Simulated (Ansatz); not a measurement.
# SnCl2: an energy map over two coordinates

A grid of calculations on Cl₂Sn, SMILES [Cl][Sn][Cl], to see where the energy is lowest and how it rises around there.

Method: RHF/def2-TZVP; program: Ansatz 0.2.0.

## (1) The system as given

SMILES `[Cl][Sn][Cl]`, 3 atoms, charge 0, spin multiplicity 1.

Atoms are counted from 1 here; the program's logs count them from 0.

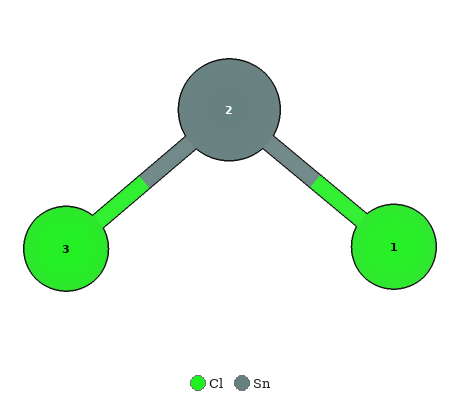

As it starts; chlorine green, tin teal; atoms are numbered from 1 in the order of the file.

Geometry (Å):

| atom | x (Å) | y (Å) | z (Å) |
| --- | --- | --- | --- |
| Cl1 | -1.7225 | 0.2626 | -0.9252 |
| Sn2 | 0.3251 | 0.7243 | 0.2599 |
| Cl3 | 1.1826 | -1.5172 | 0.4880 |

## (2) Geometry optimisation

File input.yaml:

```yaml
crystal:
  periodic: [false, false, false]
  atoms:
    - { symbol: Cl, position_ang: [-1.72253, 0.262587, -0.925199] }
    - { symbol: Sn, position_ang: [0.325119, 0.724295, 0.259888] }
    - { symbol: Cl, position_ang: [1.182641, -1.517172, 0.487961] }
basis:
  gaussian: { orbitals: def2-TZVP }
hamiltonian:
  xc: hf
output:
  forces: true
relax:
  f_tol: 0.003
  max_steps: 120
```

Started as:

```sh
$ ansatz run input.yaml --threads 1 --pin off --max-ram 2560MiB --backend cpu --events-out ev --progress --plain --runs-dir out
```

Standard output, shortened:

```text
Warning: RAYON_NUM_THREADS=1 ignored (pool sized by the plan → 1); use --threads N
[...]
Functional definition: HF
[...]
1008 factors; integrals over basis functions are off by at most 1.9e-4 eV
[...]
mean field -30816.77064609 eV, -1132.4954328863 hartree, gradient 2.0e-5 eV, S^2 0.000000; 0 other end points of the search recorded, 0 dependent functions left out
[...]
reference -30816.77064609 eV, -1132.4954328863 hartree; 28, 28 occupied and 96, 96 virtual orbitals, 1008 factors
relax step   1: F+E_penalty+E_count = -30816.77064609 eV  Δ(F+E_penalty+E_count) = +0.000e0 eV  max|allowed force component| = 5.592e-1 eV/Å  Δτ_max = 0.0000 Å  (39 SCF iters, accepted)
[...]
relax step   3: F+E_penalty+E_count = -30816.79928781 eV  Δ(F+E_penalty+E_count) = -5.981e-3 eV  max|allowed force component| = 3.539e-2 eV/Å  Δτ_max = 0.0284 Å  (41 SCF iters, accepted)
[...]
relax step   4: F+E_penalty+E_count = -30816.79939167 eV  Δ(F+E_penalty+E_count) = -1.039e-4 eV  max|allowed force component| = 4.584e-4 eV/Å  Δτ_max = 0.0034 Å  (41 SCF iters, accepted)
1008 factors; integrals over basis functions are off by at most 2.2e-4 eV
[...]
mean field -30816.79939167 eV, -1132.4964892669 hartree, gradient 1.8e-5 eV, S^2 0.000000; 1 other end points of the search recorded, 0 dependent functions left out
[...]
reference -30816.79939167 eV, -1132.4964892669 hartree; 28, 28 occupied and 96, 96 virtual orbitals, 1008 factors
Total energy: -30816.79939167 eV, -1132.4964892669 hartree
Atom 0 at    -1.676622     0.235184    -0.902789 Å, force    -0.000458     0.000119    -0.000241 eV/Å
Atom 1 at     0.324654     0.723065     0.259495 Å, force     0.000115     0.000249     0.000091 eV/Å
Atom 2 at     1.137198    -1.488539     0.465944 Å, force     0.000343    -0.000367     0.000150 eV/Å
Dipole moment:     0.278860     0.633262     0.224225 e Å
```

Wall time 30 s (1 thread of Arm Neoverse N1, shared host); peak memory 0.24 GiB.

Relaxation path:

| step | energy from step 1 (eV) | largest force component (eV/Å) |
| --- | --- | --- |
| 1 | 0.0000 | 0.5592 |
| 2 | -0.0227 | 0.2316 |
| 3 | -0.0286 | 0.0354 |
| 4 | -0.0287 | 0.0005 |

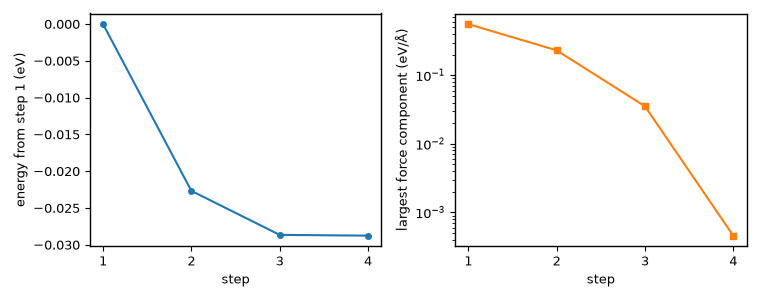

Energy and force, step by step.

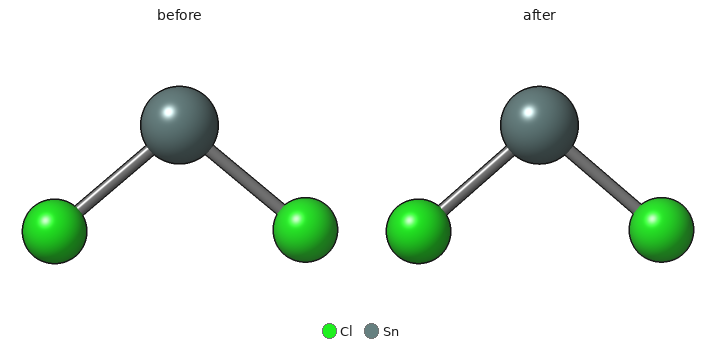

The geometry before (left) and after (right).

Close pairs (by a distance rule), those that changed most:

| bond | before (Å) | after (Å) | change (Å) |
| --- | --- | --- | --- |
| Sn2–Cl3 | 2.411 | 2.365 | -0.046 |
| Cl1–Sn2 | 2.410 | 2.365 | -0.045 |

## (3) The grid

The axes are (1) angle Cl1–Sn2–Cl3 (carried through 180): 15 values from 80.1 to 279.9 °; (2) change of the bonds Sn2–Cl1, Sn2–Cl3, all alike: 15 values from −0.260 to 0.402 Å.

Nothing else is relaxed (all other coordinates rigid). Energies count from the relaxed molecule at the same level. Points are written as (first, second).

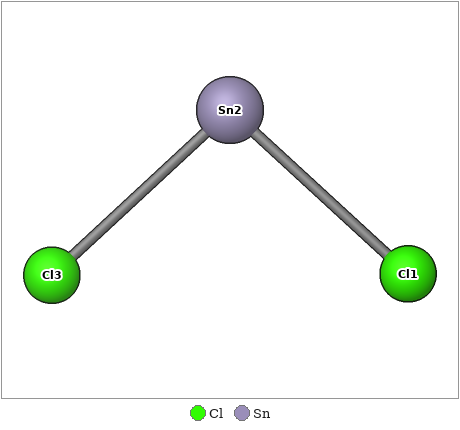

The geometry at (94.4°, 0.355 Å).

Below, 3 of the grid's runs; all are launched alike.

## (4) Point (94.4°, 0.355 Å)

File input.yaml:

```yaml
crystal:
  periodic: [false, false, false]
  atoms:
    - { symbol: Cl, position_ang: [-1.955962, 0.077003, -1.074945] }
    - { symbol: Sn, position_ang: [0.324654, 0.723065, 0.259495] }
    - { symbol: Cl, position_ang: [1.188132, -1.849043, 0.454443] }
basis:
  gaussian: { orbitals: def2-TZVP }
hamiltonian:
  xc: hf
output:
  forces: true
```

Started as:

```sh
$ ansatz run input.yaml --threads 1 --pin off --max-ram 2560MiB --backend cpu --events-out ev --progress --plain --runs-dir out
```

Standard output, shortened:

```text
Warning: RAYON_NUM_THREADS=1 ignored (pool sized by the plan → 1); use --threads N
[...]
[... 1 set-up line as earlier in the session ...]
[...]
898 factors; integrals over basis functions are off by at most 7.3e-4 eV
[...]
mean field -30815.67519473 eV, -1132.4551757916 hartree, gradient 6.1e-5 eV, S^2 0.000000; 0 other end points of the search recorded, 0 dependent functions left out
[...]
reference -30815.67519473 eV, -1132.4551757916 hartree; 28, 28 occupied and 96, 96 virtual orbitals, 898 factors
Total energy: -30815.67519473 eV, -1132.4551757916 hartree
Atom 0 at    -1.955962     0.077003    -1.074945 Å, force     2.061161     0.716200     1.220607 eV/Å
Atom 1 at     0.324654     0.723065     0.259495 Å, force    -1.372541    -3.116893    -1.103632 eV/Å
Atom 2 at     1.188132    -1.849043     0.454443 Å, force    -0.688620     2.400693    -0.116975 eV/Å
Dipole moment:     0.543956     1.235265     0.437384 e Å
```

It took 4.6 s on 1 thread of Arm Neoverse N1, shared host; peak memory 0.21 GiB.

On the map this point reads 108 kJ/mol.

## (5) The run at (251.4°, −0.118 Å)

File input.yaml:

```yaml
crystal:
  periodic: [false, false, false]
  atoms:
    - { symbol: Cl, position_ang: [-0.609983, 2.745252, -0.035449] }
    - { symbol: Sn, position_ang: [0.324654, 0.723065, 0.259495] }
    - { symbol: Cl, position_ang: [2.264767, 0.984205, 1.362921] }
basis:
  gaussian: { orbitals: def2-TZVP }
hamiltonian:
  xc: hf
output:
  forces: true
```

Started as:

```sh
$ ansatz run input.yaml --threads 1 --pin off --max-ram 2560MiB --backend cpu --events-out ev --progress --plain --runs-dir out
```

Standard output, shortened:

```text
Warning: RAYON_NUM_THREADS=1 ignored (pool sized by the plan → 1); use --threads N
[...]
[... 1 set-up line as earlier in the session ...]
[...]
906 factors; integrals over basis functions are off by at most 7.8e-4 eV
[...]
mean field -30816.48678466 eV, -1132.4850011714 hartree, gradient 2.5e-5 eV, S^2 0.000000; 0 other end points of the search recorded, 0 dependent functions left out
[...]
reference -30816.48678466 eV, -1132.4850011714 hartree; 28, 28 occupied and 96, 96 virtual orbitals, 906 factors
Total energy: -30816.48678466 eV, -1132.4850011714 hartree
Atom 0 at    -0.609983     2.745252    -0.035449 Å, force    -0.553417     2.061509    -0.079448 eV/Å
Atom 1 at     0.324654     0.723065     0.259495 Å, force    -1.194729    -2.713101    -0.960656 eV/Å
Atom 2 at     2.264767     0.984205     1.362921 Å, force     1.748145     0.651592     1.040105 eV/Å
Dipole moment:    -0.152710    -0.346788    -0.122791 e Å
```

Run time: 4.9 s. Hardware: 1 thread of Arm Neoverse N1, shared host; peak memory 0.21 GiB.

On the map this point reads 30 kJ/mol.

## (6) Grid point (265.6°, 0.024 Å)

File input.yaml:

```yaml
crystal:
  periodic: [false, false, false]
  atoms:
    - { symbol: Cl, position_ang: [-0.433753, 2.982188, 0.088268] }
    - { symbol: Sn, position_ang: [0.324654, 0.723065, 0.259495] }
    - { symbol: Cl, position_ang: [2.327757, 1.290511, 1.431555] }
basis:
  gaussian: { orbitals: def2-TZVP }
hamiltonian:
  xc: hf
output:
  forces: true
```

Started as:

```sh
$ ansatz run input.yaml --threads 1 --pin off --max-ram 2560MiB --backend cpu --events-out ev --progress --plain --runs-dir out
```

Standard output, shortened:

```text
Warning: RAYON_NUM_THREADS=1 ignored (pool sized by the plan → 1); use --threads N
[...]
[... 1 set-up line as earlier in the session ...]
[...]
904 factors; integrals over basis functions are off by at most 7.6e-4 eV
[...]
mean field -30816.78090133 eV, -1132.4958097594 hartree, gradient 1.1e-5 eV, S^2 0.000000; 0 other end points of the search recorded, 0 dependent functions left out
[...]
reference -30816.78090133 eV, -1132.4958097594 hartree; 28, 28 occupied and 96, 96 virtual orbitals, 904 factors
Total energy: -30816.78090133 eV, -1132.4958097594 hartree
Atom 0 at    -0.433753     2.982188     0.088268 Å, force    -0.020870    -0.333851    -0.048338 eV/Å
Atom 1 at     0.324654     0.723065     0.259495 Å, force     0.240429     0.545988     0.193324 eV/Å
Atom 2 at     2.327757     1.290511     1.431555 Å, force    -0.219558    -0.212137    -0.144986 eV/Å
Dipole moment:    -0.312345    -0.709302    -0.251150 e Å
```

It took 5 s on 1 thread of Arm Neoverse N1, shared host; peak memory 0.21 GiB.

On the map this point reads 1.8 kJ/mol.

## (7) The map

120 points were computed, 105 more follow by symmetry. Energies in kJ/mol, from the relaxed molecule at the same level:

```csv
"change of the bonds Sn2–Cl1, Sn2–Cl3, all alike (Å) ↓, angle Cl1–Sn2–Cl3 (carried through 180) (°) →",80.1,94.4,108.6,122.9,137.2,151.5,165.7,180.0,194.3,208.5,222.8,237.1,251.4,265.6,279.9
0.402,152,132,131,143,162,184,202,209,202,184,162,143,131,132,152
0.355,129,108,109,122,144,168,187,195,187,168,144,122,109,108,129
0.307,107,86,87,102,126,153,175,183,175,153,126,102,87,86,107
0.260,88,65,68,85,111,140,164,174,164,140,111,85,68,65,88
0.213,70,47,50,69,98,130,157,168,157,130,98,69,50,47,70
0.166,55,30,34,55,87,123,153,165,153,123,87,55,34,30,55
0.118,43,17,22,45,80,120,153,167,153,120,80,45,22,17,43
0.071,36,7,13,38,76,120,158,174,158,120,76,38,13,7,36
0.024,33,2,8,36,77,126,168,186,168,126,77,36,8,2,33
−0.024,36,2,8,38,84,137,185,206,185,137,84,38,8,2,36
−0.071,47,9,15,48,97,156,209,233,209,156,97,48,15,9,47
−0.118,66,24,30,64,118,182,242,269,242,182,118,64,30,24,66
−0.166,97,49,55,91,148,218,286,318,286,218,148,91,55,49,97
−0.213,139,85,90,128,189,265,341,378,341,265,189,128,90,85,139
−0.260,197,135,139,178,242,325,410,453,410,325,242,178,139,135,197
```

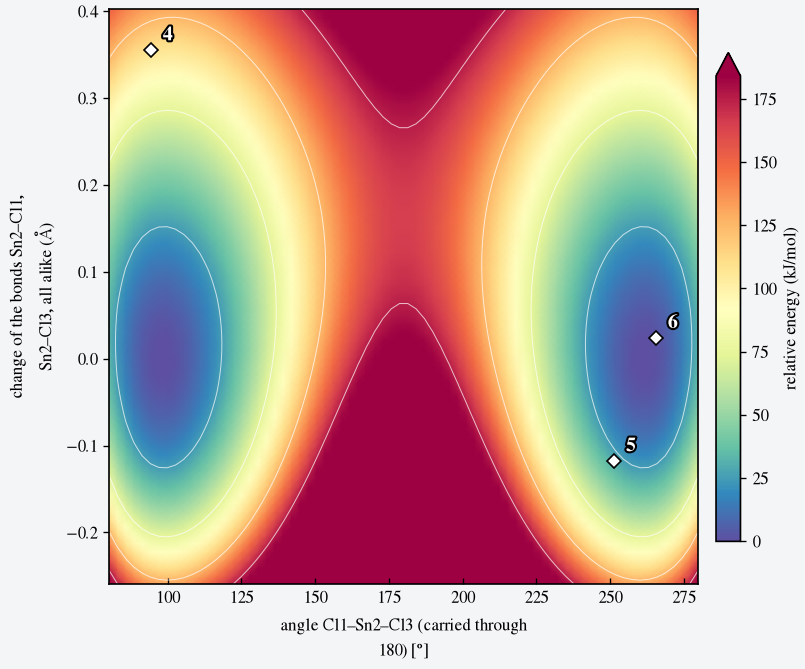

The map; numbers mark the steps of this session that print a point's run. In the figure: a smooth colour map, one colour for all values above the top of the scale.

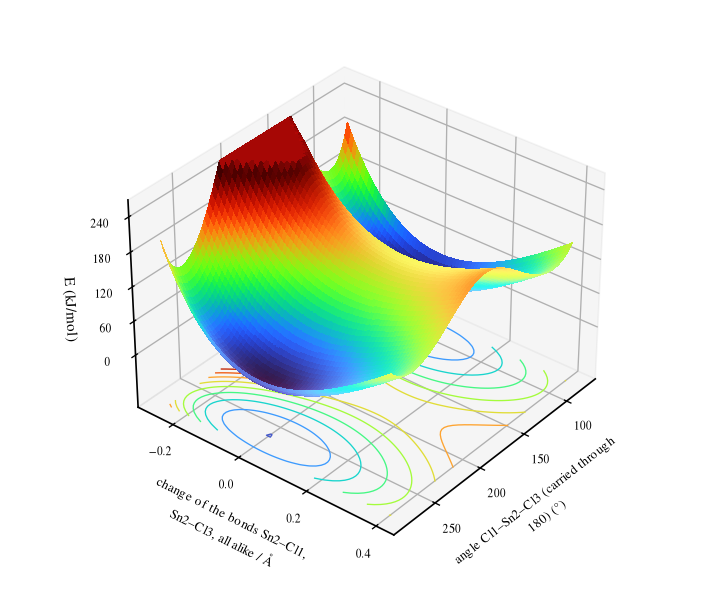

The same map in relief. In the figure: a relief with its contours projected below, any walls above the top of the colour scale cut off.

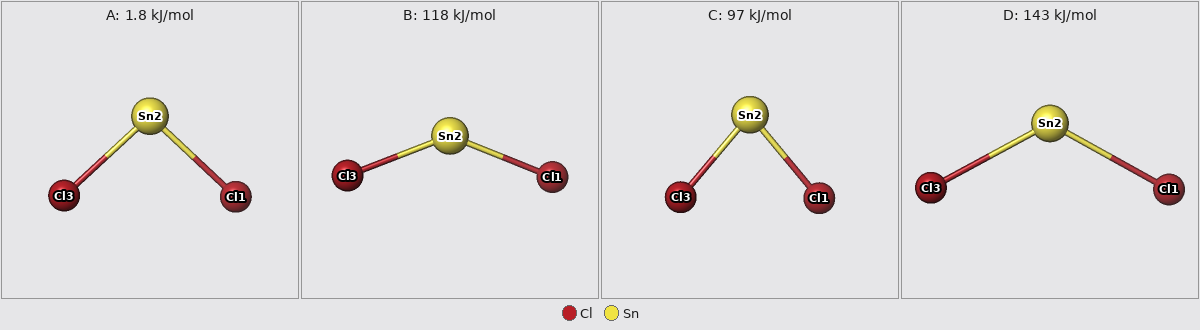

Structures on the grid, at one scale: A at (94.4°, 0.024 Å); B at (137.2°, −0.118 Å); C at (80.1°, −0.166 Å); D at (122.9°, 0.402 Å).

On the same grid, dipole moment (D):

```
change of the bonds Sn2–Cl1, Sn2–Cl3, all alike (Å) ↓, angle Cl1–Sn2–Cl3 (carried through 180) (°) →  80.1  94.4  108.6  122.9  137.2  151.5  165.7  180.0  194.3  208.5  222.8  237.1  251.4  265.6  279.9
                                                                                               0.402   8.1   7.2    6.2    5.1    3.9    2.7    1.4    0.0    1.4    2.7    3.9    5.1    6.2    7.2    8.1
                                                                                               0.355   7.7   6.8    5.8    4.8    3.6    2.5    1.3    0.0    1.3    2.5    3.6    4.8    5.8    6.8    7.7
                                                                                               0.307   7.3   6.4    5.4    4.4    3.4    2.3    1.1    0.0    1.1    2.3    3.4    4.4    5.4    6.4    7.3
                                                                                               0.260   6.9   6.0    5.1    4.1    3.1    2.1    1.0    0.0    1.0    2.1    3.1    4.1    5.1    6.0    6.9
                                                                                               0.213   6.4   5.6    4.7    3.7    2.8    1.8    0.9    0.0    0.9    1.8    2.8    3.7    4.7    5.6    6.4
                                                                                               0.166   6.0   5.2    4.3    3.4    2.5    1.6    0.8    0.0    0.8    1.6    2.5    3.4    4.3    5.2    6.0
                                                                                               0.118   5.6   4.7    3.9    3.0    2.2    1.4    0.6    0.0    0.6    1.4    2.2    3.0    3.9    4.7    5.6
                                                                                               0.071   5.1   4.3    3.5    2.7    1.8    1.1    0.5    0.0    0.5    1.1    1.8    2.7    3.5    4.3    5.1
                                                                                               0.024   4.7   3.9    3.1    2.3    1.5    0.8    0.3    0.0    0.3    0.8    1.5    2.3    3.1    3.9    4.7
                                                                                              −0.024   4.3   3.5    2.7    1.9    1.2    0.6    0.1    0.0    0.1    0.6    1.2    1.9    2.7    3.5    4.3
                                                                                              −0.071   3.8   3.1    2.3    1.5    0.8    0.3    0.1    0.0    0.1    0.3    0.8    1.5    2.3    3.1    3.8
                                                                                              −0.118   3.4   2.7    1.9    1.2    0.5    0.1    0.3    0.0    0.3    0.1    0.5    1.2    1.9    2.7    3.4
                                                                                              −0.166   3.0   2.2    1.5    0.8    0.1    0.4    0.5    0.0    0.5    0.4    0.1    0.8    1.5    2.2    3.0
                                                                                              −0.213   2.6   1.8    1.1    0.4    0.2    0.7    0.8    0.0    0.8    0.7    0.2    0.4    1.1    1.8    2.6
                                                                                              −0.260   2.2   1.5    0.8    0.1    0.6    1.1    1.1    0.0    1.1    1.1    0.6    0.1    0.8    1.5    2.2
```

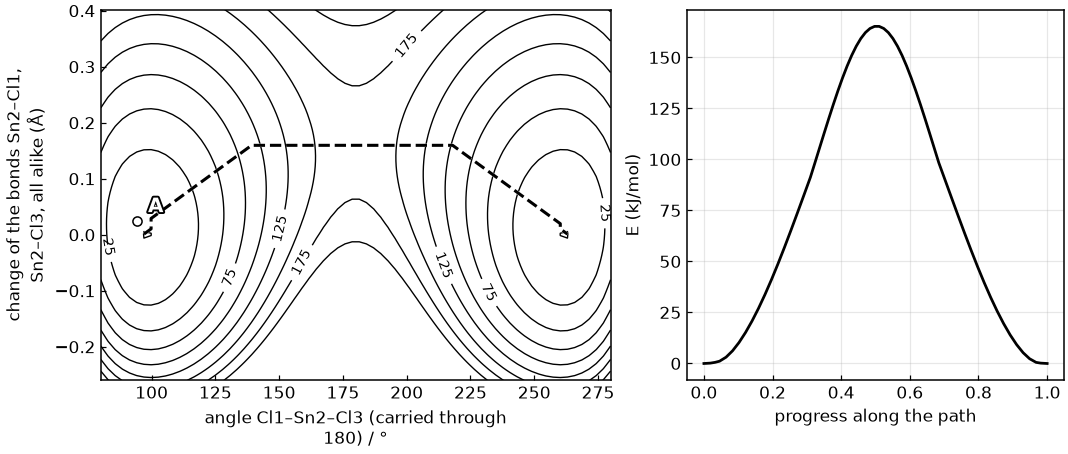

The easiest path on the interpolated surface, from A. In the figure: contour lines labelled in kJ/mol, a line along the lowest path, the energy along the path at the right.

## (8) Summary of results

| quantity | value |
| --- | --- |
| lowest point | (94.4°, 0.024 Å), 1.8 kJ/mol |
| highest computed point | (180.0°, −0.260 Å), 451 kJ/mol above the lowest |
| dipole moment (D) | 0.0 at (180.0°, −0.260 Å) to 8.1 at (80.1°, 0.402 Å); 3.9 at the lowest point |
| time for the whole task | 10 min on 1 thread, shared host |

In words: The lowest computed point is at (94.4°, 0.024 Å), 1.8 kJ/mol from the relaxed molecule at the same level; the map holds 2 wells of about this depth. The grid is coarse, so the lowest point of the scanned range may lie between grid points; coordinates that were held can hide deeper minima. No other kind of well shows on this grid. The highest computed point, (180.0°, −0.260 Å), lies 451 kJ/mol above the lowest. On the interpolated surface the easiest way out of the lowest well to a well of the same energy at (265.6°, 0.024 Å) passes a barrier of about 170 kJ/mol. Round the minimum the two coordinates are nearly uncoupled.
